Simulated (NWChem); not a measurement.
**C2H3BFN (SMILES FB1C=NC1): levels of theory compared**

We compute a comparison of 4 runs (B3LYP/6-31G*, M06-2X/def2-SVP, PBE/def2-SVP, PBE0/def2-SVP) of C2H3BFN. 

The results are computed with NWChem 7.3.0.

1 further run of the same task is left out (set aside as unsound or not needed). Runs told in other sessions of the task aren't counted.

**1. The molecule**

The species is C2H3BFN (8 atoms), meant as a singlet with charge 0. SMILES: `FB1C=NC1`. The coordinates come from a PBE0-D4/def2-TZVP relaxation.

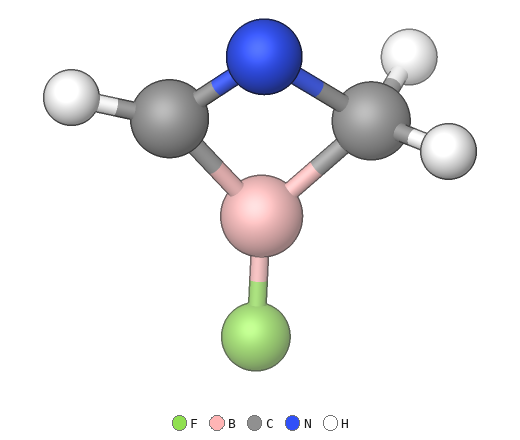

Viewed from a chosen angle; fluorine green, boron pink, carbon grey, nitrogen blue, hydrogen white.

**2. Energy and forces at B3LYP/6-31G(d) (spherical functions) (run 1)**

geom.nw reads:

```
echo
start geom
memory total 2200 mb

geometry noautosym nocenter noautoz
F      0.213200    -1.007300     1.918400
B     -0.024100    -0.304800     0.836200
C      0.319000     1.128500     0.345800
N      0.303900     0.728600    -0.881200
C     -0.301700    -0.640600    -0.682300
H      0.656500     2.120900     0.633900
H      0.257100    -1.432700    -1.186200
H     -1.331600    -0.649700    -1.040300
end

basis spherical bse
* library 6-31G*
end

dft
xc b3lyp
grid xfine
convergence energy 1e-08
maxiter 100
mulliken
print medium
end

task dft gradient
```

Run with:

```sh
$ nwchem geom.nw > geom.out
```

Output:

```text
[...]
          Wavefunction type:  closed shell.
          No. of atoms     :     8
          No. of electrons :    36
[...]
          Charge           :     0
          Spin multiplicity:     1
[...]
          AO basis - number of functions:    76
[...]
              XC Information
              --------------
                         B3LYP Method XC Potential
                     Hartree-Fock (Exact) Exchange  0.200
                        Slater Exchange Functional  0.800 local
                    Becke 1988 Exchange Functional  0.720 non-local
              Lee-Yang-Parr Correlation Functional  0.810
                  VWN I RPA Correlation Functional  0.190 local
[...]
 d= 0,ls=0.0,diis     1   -257.3738602684 -4.03D+02  1.42D-02  6.00D-01     1.7
[...]
 d= 0,ls=0.0,diis    11   -257.4507643138 -3.90D-10  2.82D-07  6.50D-10    16.0
         Total DFT energy =     -257.450764313819
      One electron energy =     -639.122473223092
           Coulomb energy =      269.826852717576
    Exchange-Corr. energy =      -33.457634827185
 Nuclear repulsion energy =      145.302491018882
[...]
      Total Density - Mulliken Population Analysis
     ---------------------------------------------
    Atom       Charge   Shell Charges
 -----------   ------   -------------------------------------------------------
    1 F    9     9.21   2.00  0.94  3.33  0.97  1.95  0.01
    2 B    5     4.61   2.00  0.54  1.35  0.36  0.25  0.12
    3 C    6     6.06   2.00  0.70  2.02  0.56  0.73  0.05
    4 N    7     7.27   2.00  0.84  2.31  0.92  1.16  0.04
    5 C    6     6.32   2.00  0.68  2.09  0.59  0.92  0.04
    6 H    1     0.86   0.53  0.32
    7 H    1     0.84   0.53  0.31
    8 H    1     0.83   0.53  0.31
[...]
  wavefunction    = closed shell
[...]
```

Wall time 21 s (1 thread of AMD EPYC 9R45 (Zen 5), shared host); peak memory 0.14 GiB.

**3. Energy and forces at M06-2X/def2-SVP (run 2)**

input.nw reads:

```
start input
title "C2H3BFN M06-2X"
memory stack 880 mb heap 220 mb global 1100 mb

geometry units angstrom noautosym nocenter noautoz
 F      0.213200    -1.007300     1.918400
 B     -0.024100    -0.304800     0.836200
 C      0.319000     1.128500     0.345800
 N      0.303900     0.728600    -0.881200
 C     -0.301700    -0.640600    -0.682300
 H      0.656500     2.120900     0.633900
 H      0.257100    -1.432700    -1.186200
 H     -1.331600    -0.649700    -1.040300
end

basis "ao basis" spherical bse
 * library def2-SVP
end

dft
 xc m06-2x
 grid xfine
 convergence energy 1e-08
 maxiter 100
 mulliken
 noprint "final vectors analysis"
end

task dft gradient
```

Run with:

```sh
$ nwchem input.nw > input.out
```

Output:

```text
[...]
          Wavefunction type:  closed shell.
          No. of atoms     :     8
          No. of electrons :    36
[...]
          Charge           :     0
          Spin multiplicity:     1
[...]
          AO basis - number of functions:    85
[...]
              XC Information
              --------------
                       M06-2X Method XC Functional
                     Hartree-Fock (Exact) Exchange  0.540
                        M06-2X Exchange Functional  1.000
                      M06-2X Correlation Potential  1.000
[...]
 d= 0,ls=0.0,diis     1   -257.0942935878 -4.02D+02  1.07D-02  4.37D-01     2.3
[...]
 d= 0,ls=0.0,diis    11   -257.1581065551 -5.35D-09  6.56D-07  1.58D-09    23.6
         Total DFT energy =     -257.158106555100
      One electron energy =     -638.454081693942
           Coulomb energy =      269.270960773057
    Exchange-Corr. energy =      -33.277476653097
 Nuclear repulsion energy =      145.302491018882
[...]
  wavefunction    = closed shell
                         DFT ENERGY GRADIENTS
    atom               coordinates                        gradient
                 x          y          z           x          y          z
   1 F       0.402890  -1.903521   3.625250    0.000053   0.001076  -0.001179
   2 B      -0.045542  -0.575988   1.580189   -0.000609   0.000701  -0.001229
   3 C       0.602823   2.132556   0.653467    0.001945   0.001829   0.002030
   4 N       0.574288   1.376854  -1.665227    0.000046   0.001415  -0.000073
   5 C      -0.570130  -1.210558  -1.289360   -0.001998  -0.003261  -0.001386
   6 H       1.240605   4.007920   1.197897   -0.001886  -0.005100  -0.001742
   7 H       0.485849  -2.707410  -2.241593   -0.002331   0.003437   0.002062
   8 H      -2.516359  -1.227755  -1.965882    0.004780  -0.000097   0.001518
[...]
```

It took 31 s on 1 thread of AMD EPYC 9R45 (Zen 5), shared host; peak memory 0.14 GiB.

Run 3 isn't shown in full; the table further down has it.

**4. Energy and forces at PBE0/def2-SVP (run 4)**

run.py reads:

```python
from ase import Atoms
from ase.calculators.nwchem import NWChem

atoms = Atoms(['F', 'B', 'C', 'N', 'C', 'H', 'H', 'H'], positions=[
    [0.213200, -1.007300, 1.918400],
    [-0.024100, -0.304800, 0.836200],
    [0.319000, 1.128500, 0.345800],
    [0.303900, 0.728600, -0.881200],
    [-0.301700, -0.640600, -0.682300],
    [0.656500, 2.120900, 0.633900],
    [0.257100, -1.432700, -1.186200],
    [-1.331600, -0.649700, -1.040300],
])

calc = NWChem(
    label='test',
    theory='dft',
    memory='2200 mb',
    basis='def2-SVP',
    basispar='spherical bse',
    dft={'xc': 'pbe0', 'mult': '1', 'grid': 'xfine', 'convergence': 'energy 1e-08', 'iterations': '100', 'mulliken': None},
)
atoms.calc = calc

forces = atoms.get_forces()
print(f"energy = {atoms.get_potential_energy():.6f} eV")
print("forces (eV/A):")
for s, f in zip(atoms.symbols, forces):
    print(f"{s:2s} {f[0]:10.5f} {f[1]:10.5f} {f[2]:10.5f}")
print("dipole (e A):", atoms.get_dipole_moment().round(4))
```

Run with:

```sh
$ export ASE_NWCHEM_COMMAND="nwchem PREFIX.nwi > PREFIX.nwo"
$ python run.py
```

Output:

```text
energy = -6992.693501 eV
forces (eV/A):
F     0.02376   -0.07168    0.08433
B    -0.02103    0.00854    0.04577
C    -0.09678   -0.14280    0.07883
N    -0.03584   -0.19242   -0.19499
C     0.18311    0.32617    0.13334
H     0.11272    0.33460    0.11267
H     0.14223   -0.24276   -0.14990
H    -0.30817   -0.01964   -0.10999
dipole (e A): [-0.1216 -0.0196  0.0926]
```

The calculator wrote test.nwi:

```
title "test"

permanent_dir test

scratch_dir test

start test

geometry units angstrom nocenter noautosym noautoz
  F  2.1320000000000000e-01 -1.0073000000000001e+00 1.9184000000000001e+00
  B  -2.4100000000000000e-02 -3.0480000000000002e-01 8.3620000000000005e-01
  C  3.1900000000000001e-01 1.1285000000000001e+00 3.4580000000000000e-01
  N  3.0390000000000000e-01 7.2860000000000003e-01 -8.8119999999999998e-01
  C  -3.0170000000000002e-01 -6.4059999999999995e-01 -6.8230000000000002e-01
  H  6.5649999999999997e-01 2.1208999999999998e+00 6.3390000000000002e-01
  H  2.5710000000000000e-01 -1.4327000000000001e+00 -1.1861999999999999e+00
  H  -1.3315999999999999e+00 -6.4970000000000006e-01 -1.0403000000000000e+00
end

memory 2200 mb

basis spherical bse noprint
   * library def2-SVP
end

dft
  xc pbe0
  mult 1
  grid xfine
  convergence energy 1e-08
  iterations 100
  mulliken
end

task dft gradient
```

test.nwo:

```text
Northwest Computational Chemistry Package (NWChem) 7.3.0
             --------------------------------------------------------

           Job information
           ---------------

    nwchem branch   = 7.3.0
    use scalapack   = T
    input           = test.nwi
    prefix          = test.
    data base       = test/test.db
    status          = startup
    nproc           =        1

           Memory information
           ------------------

[... 5 lines left out ...]
    hardfail = no
[... 109 lines left out ...]
  convergence criterion.
[... 43 lines left out ...]
          Spatial weights used:  Erf1
[... 32 lines left out ...]
 1-e energy   =    -635.383240
[... 43 lines left out ...]
           Coulomb energy =      269.344955574468
[... 666 lines left out ...]
          Convergence on density requested:  1.00D-05
[... 29 lines left out ...]
          total energy or number of iterations.
[... 36 lines left out ...]
                 ----------------------------------------
                 |  Time  |  1-e(secs)   |  2-e(secs)   |
                 ----------------------------------------
                 |  CPU   |       0.00   |       1.68   |
                 ----------------------------------------
                 |  WALL  |       0.00   |       1.68   |
                 ----------------------------------------

 Task  times  cpu:       20.0s     wall:       20.0s
 Total times  cpu:       20.0s     wall:       20.0s
```

Wall time 21 s (1 thread of AMD EPYC 9R45 (Zen 5), shared host); peak memory 0.14 GiB.

**5. Overview of the runs**

| run | level | energy (Eh) | dipole moment (D) | HOMO energy (eV) | LUMO energy (eV) | wall time |
| --- | --- | --- | --- | --- | --- | --- |
| 1 | B3LYP/6-31G* (spherical functions) | -257.450764 | 0.85 | -7.00 | -1.57 | 21 s |
| 2 | M06-2X/def2-SVP | -257.158107 | 0.80 | – | – | 31 s |
| 3 | PBE/def2-SVP | -256.963857 | 0.63 | -5.96 | -2.73 | 22 s |
| 4 | PBE0/def2-SVP | -256.976748 | 0.74 | -7.49 | -1.66 | 21 s |

**6. Results**

```
                       quantity          value
            run 4: total energy  -256.97675 Eh
           run 4: dipole moment         0.74 D
             run 4: HOMO energy       -7.49 eV
             run 4: LUMO energy       -1.66 eV
           run 4: HOMO–LUMO gap        5.82 eV
run 4: largest force on an atom     0.397 eV/Å
```

What this shows: The dipole moment (its size) runs from 0.63 D (PBE/def2-SVP) to 0.85 D (B3LYP/6-31G*). The two ends differ in method and basis. Over runs 1, 3, 4 the HOMO–LUMO gap runs from 3.23 eV (PBE/def2-SVP) to 5.82 eV (PBE0/def2-SVP). Totals of different functionals can't be ranked against each other. All runs together took 95 s, the longest 31 s.
